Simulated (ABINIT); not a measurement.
# AlN (P6_3mc): G0W0 with ABINIT, start to end, part 3 of 3

How does a plane-wave GW calculation on AlN (P6_3mc) run from the first input to the gap?

ABINIT 10.8.3; PBE and many-body steps on it, plane waves. Known limits of the many-body steps: not at the basis limit.

So far. Step 4 (Empty states on the mesh, 6×6×4 mesh, 110 bands): On this mesh the gap is 4.220 eV. Step 5 (Screening, 6×6×4 mesh, 102 bands, screening to 163.3 eV): Local fields lower ε∞ by 9 %.

The database entry behind the starting cell differs from later determinations by our own check (inner coordinate u about 0.002 short), so it need not match the best structure at ambient conditions.

### 6. Self-energy, 6×6×4 mesh, 102 bands, screening to 163.3 eV

The self-energy is evaluated for the states that the input lists, and the levels follow from it, in one-shot runs by the linearised quasiparticle equation.

This step: G0W0 on PBE, plane waves, norm-conserving pseudopotentials.

run.abi

```
acell 3*1.0 Angstrom
rprim 
  3.113000000011 -0.000000000003 0.000000000000
  -1.556500000003 2.695937081992 0.000000000000
  0.000000000000 0.000000000000 4.981000000000
ntypat 2
znucl 13 7
natom 4
typat 1 1 2 2
xred 
  0.333333333333 0.666666666667 0.000000000000
  0.666666666667 0.333333333333 0.500000000000
  0.333333333333 0.666666666667 0.380000000000
  0.666666666667 0.333333333333 0.880000000000
pp_dirpath "pseudos"
pseudos "Al.upf, N.upf"
ecut 36
ngkpt 6 6 4
nshiftk 1
shiftk 0 0 0
kptopt 1
chksymbreak 0
istwfk *1
occopt 1
irdwfk 1
optdriver 4
nband 102
gwcalctyp 0
ecutsigx 36
symsigma 1
nkptgw 1
kptgw 
  0.0000000000 0.0000000000 0.0000000000
bdgw 
  6 10
ecuteps 6
irdscr 1
ppmodel 1
indata_prefix "in"
outdata_prefix "out"
tmpdata_prefix "tmp"
```

Launch:

```bash
$ OMP_NUM_THREADS=1 mpirun -n 8 abinit run.abi > log
```

Numbers of over 12 decimals in the logs are rounded to 6 here.

Log:

```text
.Version 10.8.3 of ABINIT. v10.8.2 released Aug 2026.

 Symmetries : space group P6_3 m c (#186); Bravais hP (primitive hexag.)
[... echo of the input left out ...]
== DATASET  1 ==================================================================
-   mpi_nproc: 8, omp_nthreads: 1 (-1 if OMP is not activated)

--- !DatasetInfo
iteration_state: {dtset: 1, }
dimensions: {natom: 4, nkpt: 21, mband: 102, nsppol: 1, nspinor: 1, nspden: 1, mpw: 2934, }
cutoff_energies: {ecut:  36.0, pawecutdg:  -1.0, }
electrons: {nelect:   1.60000000E+01, charge:   0.00000000E+00, occopt:   1.00000000E+00, tsmear:   1.00000000E-02, }

 SIGMA: Calculation of the GW corrections

 Based on a program developped by R.W. Godby, V. Olevano, G. Onida, and L. Reining.
 Incorporated in ABINIT by V. Olevano, G.-M. Rignanese, and M. Torrent.
.Using double precision arithmetic ; gwpc =  8

[... cell and pseudopotentials left out ...]
--------------------------------------------------------------------------------

 ==== K-mesh for the wavefunctions ====
 Number of points in the irreducible wedge :    21
[... list of points left out ...]
 Together with 12 symmetry operations and time-reversal symmetry
 yields   144 points in the full Brillouin Zone.

 ==== Q-mesh for screening function ====
 Number of points in the irreducible wedge :    21
[... list of points left out ...]
 Together with 12 symmetry operations and time-reversal symmetry
 yields   144 points in the full Brillouin Zone.

 vcoul_init : cutoff-mode = AUXILIARY_FUNCTION
 q-points for optical limit:   1
     1)      0.000010    0.000020    0.000030
 setmesh: FFT mesh size selected  =    27x   27x   54
          total number of points  =        39366

 Number of electrons calculated from density =   16.0000; Expected =   16.0000
 average of density, n =  0.056718
 r_s =    1.6146
 omega_plasma =   22.9728 [eV]

 === KS Band Gaps ===
  >>>> For spin  1
   Minimum direct gap =   4.2205 [eV], located at k-point      :   0.0000  0.0000  0.0000
   Fundamental gap    =   4.2205 [eV], Top of valence bands at :   0.0000  0.0000  0.0000
                                       Bottom of conduction at :   0.0000  0.0000  0.0000
 SIGMA fundamental parameters:
 PLASMON POLE MODEL  1
 number of plane-waves for SigmaX                 2863
 number of plane-waves for SigmaC and W            197
 number of plane-waves for wavefunctions          2863
 number of bands                                   102
 number of independent spin polarizations            1
 number of spinorial components                      1
 number of k-points in IBZ                          21
 number of q-points in IBZ                          21
 number of symmetry operations                      12
 number of k-points in BZ                          144
 number of q-points in BZ                          144
 number of frequencies for dSigma/dE                 9
 frequency step for dSigma/dE [eV]                0.25
 number of omega for Sigma on real axis              0
 max omega for Sigma on real axis  [eV]           0.00
 zcut for avoiding poles [eV]                     0.10

 EPSILON^-1 parameters (SCR file):
 dimension of the eps^-1 matrix on file            197
 dimension of the eps^-1 matrix used               197
 number of plane-waves for wavefunctions          2863
 number of bands                                   102
 number of q-points in IBZ                          21
 number of frequencies                               2
 number of real frequencies                          1
 number of imag frequencies                          1

 matrix elements of self-energy operator (all in [eV])

 Perturbative Calculation

--- !SelfEnergy_ee
iteration_state: {dtset: 1, }
kpoint     : [   0.000,    0.000,    0.000, ]
spin       : 1
KS_gap     :    4.220
QP_gap     :    5.552
Delta_QP_KS:    1.331
data: !SigmaeeData |
     Band     E0 <VxcDFT>   SigX SigC(E0)      Z dSigC/dE  Sig(E)    E-E0       E
        6   5.135 -16.968 -20.992   3.196   0.789  -0.267 -17.622  -0.654   4.481
        7   5.135 -16.968 -20.992   3.196   0.789  -0.267 -17.622  -0.654   4.481
        8   5.314 -17.078 -21.024   3.156   0.789  -0.267 -17.701  -0.623   4.691
        9   9.535 -12.527  -8.048  -3.614   0.819  -0.221 -11.819   0.708  10.243
       10  11.990 -10.836  -5.799  -4.162   0.828  -0.208 -10.112   0.724  12.714

== END DATASET(S) ==============================================================
================================================================================

 -outvars: echo values of variables after computation  --------
           etotal      0.0000000000E+00
            nband         102
             nkpt          21
          spgroup         186
 [... the other variables as echoed above ...]

 Calculation completed.
```

It took 5.1 s on 8 MPI ranks of Arm Neoverse V1, shared host; peak memory 1.2 GiB; 40 s of CPU time.

Numbers from this step:

* G0W0 gap on the points computed: 5.552 eV
* starting gap on the mesh: 4.220 eV
* k of the valence top: 0, 0, 0
* k of the conduction bottom: 0, 0, 0
* Z at the valence top: 0.789
* Z at the conduction bottom: 0.819
* least direct G0W0 gap on the computed points: 5.552 eV

The gap on the mesh goes from 4.22 eV to 5.55 eV, a correction of +1.33 eV.

Limits: finite bands, cutoff and mesh. v1 is the top filled band, c1 the lowest empty one. The levels before and after the correction (eV, zero at the valence-band top of each column):

```
           conduction bottom  valence top
Kohn-Sham               4.22         0.00
     G0W0               5.55         0.00
```

```
             level  energy (eV)
Kohn-Sham  Γ v3-v2       -0.180
Kohn-Sham     Γ v1        0.000
Kohn-Sham     Γ c1        4.221
Kohn-Sham     Γ c2        6.676
     G0W0  Γ v3-v2       -0.210
     G0W0     Γ v1        0.000
     G0W0     Γ c1        5.552
     G0W0     Γ c2        8.023
```

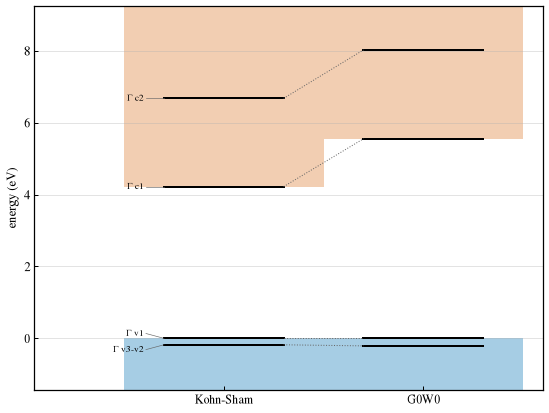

Levels before and after the correction. Shaded: valence and conduction bands.

### 7. Where the time went

Times are wall times on 8 MPI ranks of Arm Neoverse V1, shared host, good to a factor of about two.

```
                          step   time  share  memory (GiB)
                  ground state  5.4 s    4 %          0.53
bands along the symmetry lines  7.4 s    6 %          0.51
      empty states on the mesh   54 s   45 %           4.1
                     screening   48 s   40 %           1.6
                   self-energy  5.1 s    4 %           1.2
```

### 8. Results

| Property | Result |
| --- | --- |
| PBE gap | 4.22 eV, direct |
| G0W0 gap on the mesh | 5.55 eV |
| GW settings | 6×6×4 mesh, 102 bands, screening to 163.3 eV, Godby-Needs plasmon pole |
| known limits | not at the basis limit |

What this shows: G0W0 moves the gap on the mesh from 4.22 eV to 5.55 eV (+1.33 eV), with Z of 0.79 and 0.82 at the edges. Local fields lower the RPA ε∞ on this mesh from 4.64 to 4.22. Only 1 of the mesh's irreducible points was corrected, so a valley elsewhere could overtake. Bands and cutoff are finite, so the gap is not at the basis limit. The miss can reach some tenths of an eV and take either sign; the mesh is an error of its own. In the G0W0 run levels were corrected at 1 k point alone, so a gap called «on the mesh» is the least over those, and an edge elsewhere would be missed.

[Paths, hosts, dates, memory and timing lines, banners, echoed tables and standing remarks are left out of the program output.]

[Logs are printed without paths, hosts, clocks, repeated set-up lines and the standing remarks that a program may print on its own settings, such as how far it seeks lower states.]

[Runs of the session that timed out or met a known fault of the program may be left out.]

[Hosts, paths, dates, database ids (printed as entryN), source tags and the programs' standing remarks are cut or masked in the printed files.]

[G0W0 gaps are taken among the corrected bands and points alone; a level outside them can change the order at an edge.]

[Where Ansatz stands beside ABINIT at settings called matched, ABINIT's density can come from a denser mesh and the files from another edition; pairs whose starting gaps differed by over 0.03 eV were left out, so agreement reads better than it is.]
